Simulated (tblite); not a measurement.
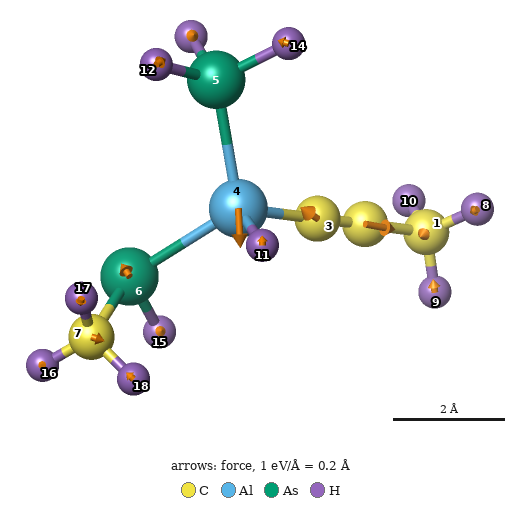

Starting geometry of C4H11AlAs2 with the computed forces as orange arrows. The picture is a ball-and-stick view, seen at a tilt.

Computed with tblite, GFN2-xTB geometry optimisation, gas phase. 

What follows when this structure is relaxed?

Answer. It isn't relaxed: the largest force vector, on Al atoms, is 3.65 eV/Å. The final displacements have little in common with the starting forces (cosine between the two patterns 0.16). The energy falls by 46.9 kcal/mol in 250 geometry steps. The largest move after the best rigid fit is that of an H atom, 1.90 Å. By element the largest moves are H 1.90 Å, Al 1.25 Å, As 1.01 Å, C 0.86 Å. Among the contacts that change: Al–As 2.395 → 2.730 Å, As–H 1.585 → 1.507 Å, As–H 1.563 → 1.489 Å, C–C 1.499 → 1.449 Å. Bond angles that change, for instance: Al–As–H 112.9° → 163.2°, Al–As–H 105.5° → 79.8°, As–Al–H 108.5° → 83.9°.
